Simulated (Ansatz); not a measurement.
C2H8O4Si

```xyz
15

Si   -0.3335   -0.4447   -0.0394
O    -0.7626   -0.9518    1.4925
C    -1.0491   -0.1883    2.6702
H    -1.6341   -0.8183    3.3272
H    -0.1252    0.0909    3.1675
H    -1.6111    0.7055    2.4192
O     1.2879   -0.1564   -0.3137
C     2.3348   -1.0600   -0.6872
H     1.9743   -1.7863   -1.4081
H     3.1281   -0.4692   -1.1253
H     2.7123   -1.5755    0.1904
O    -1.1252    1.0122   -0.2712
H    -0.8721    1.7184   -0.8616
O    -0.7570   -1.6797   -1.0879
H    -1.4749   -2.3005   -0.9845
```

Computed with Ansatz 0.2.0, RKS BHLYP-D4/6-31G.

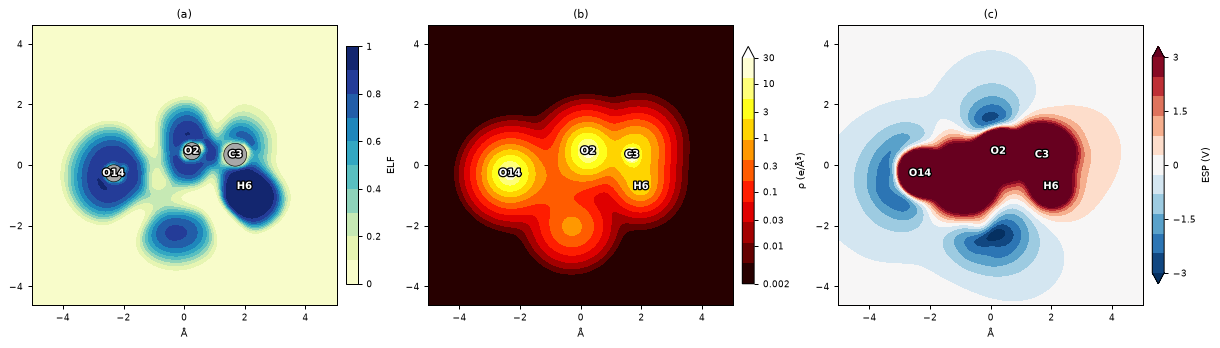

Figure 1. (a) electron localisation function; (b) total electron density; (c) molecular electrostatic potential on the plane of atoms O2, C3 and H6. Grey discs cover the atomic cores in the ELF map.

Read the bonding off the picture.

- The section cuts through O, C and H sites.
- C–O (1.43 Å): the density is about 1.7 e/Å³ at the midpoint, with its minimum of 1.4 e/Å³ about 0.5 Å from C; the ELF peaks at about 0.85 between the atoms; a polar covalent bond.
- C–H (1.09 Å): ρ is about 1.9 e/Å³ halfway; the ELF climbs to about 1 towards the hydrogen, as it does in any bond to H (an ordinary covalent bond to hydrogen).
- The ELF also peaks beside O12, O14 and O2, away from the bonds: lone-pair regions.
- Outside the dense part of the molecule the potential is most negative (−3.1 V) near O12 and O14, which lies off the plane.

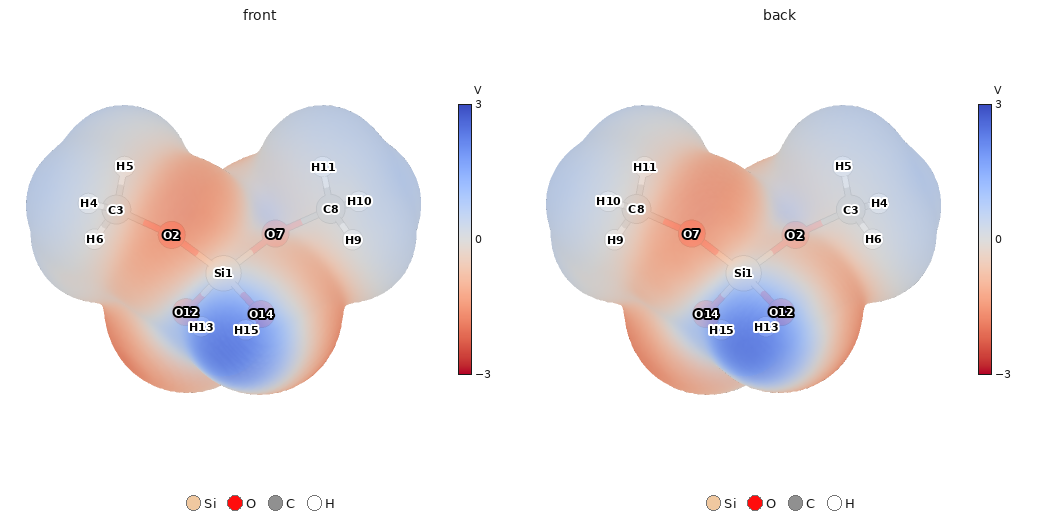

Figure 2. The electrostatic potential painted on the density surface at 0.001 e/bohr³, seen from the front and from behind; red is negative and blue positive.

Which sites attract a positive test charge, and which a negative one?

A positive charge is drawn to the negative regions and a negative charge to the positive ones. The most negative region (about −1.6 V) lies over O2, O12 and O14, the most positive (about +2.2 V) over H13 and H15.

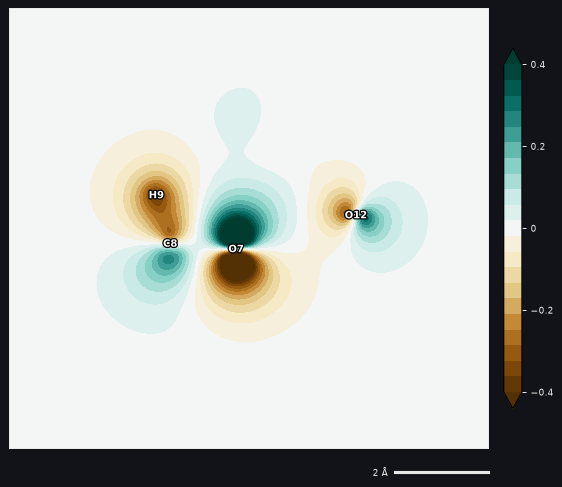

Figure 3. The HOMO−1 on the plane of atoms O7, C8 and H9 (values in Å⁻³ᐟ²; the overall sign is arbitrary).

Where does this orbital lie, and at what energy?

It lies mainly on O2 (about 30 %), O7 (about 30 %), C3 (about 5 %) and C8 (about 5 %). Its energy is −9.88 eV.
